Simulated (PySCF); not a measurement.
```xyz
14

C    -1.2080   -0.6392    1.0896
C    -0.4001    0.0430    0.0224
C    -1.1571    0.8974   -0.9543
C     0.9028   -0.0991   -0.0531
C     2.1942   -0.6352    0.3936
F     2.8567   -1.3842    1.2506
C     2.2179    0.1529   -0.6551
F     2.9200    0.7532   -1.5939
H    -0.5714   -1.2301    1.7418
H    -1.9515   -1.2946    0.6371
H    -1.7362    0.0998    1.6912
H    -1.8988    0.2986   -1.4816
H    -0.4859    1.3436   -1.6822
H    -1.6832    1.6933   -0.4284
```

Geometry: GFN2-xTB.

All numbers below come from PBE0/pcSseg-1, SCF density, gas phase, non-relativistic (PySCF 2.14.0).

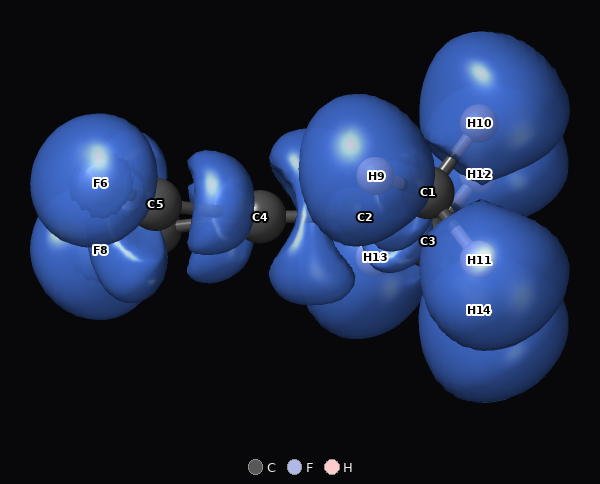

C₆H₆F₂. Isosurface of the electron localisation function at 0.75 (blue), seen from one side. Core shells and regions of very low density are left out.

Where are the electrons localised?

Answer. At this value the surface marks out six regions between bonded C–C atoms (shared pairs), six regions around hydrogen nuclei and two regions on F in which the atom's valence shell and bonds are merged.

Values along the shortest contacts:
C–C (1.31 Å): the ELF peaks at about 0.80 between the atoms; a multiple bond. C–F (1.32 Å): the ELF peaks at about 0.85 between the atoms: a shared but strongly polarised pair.
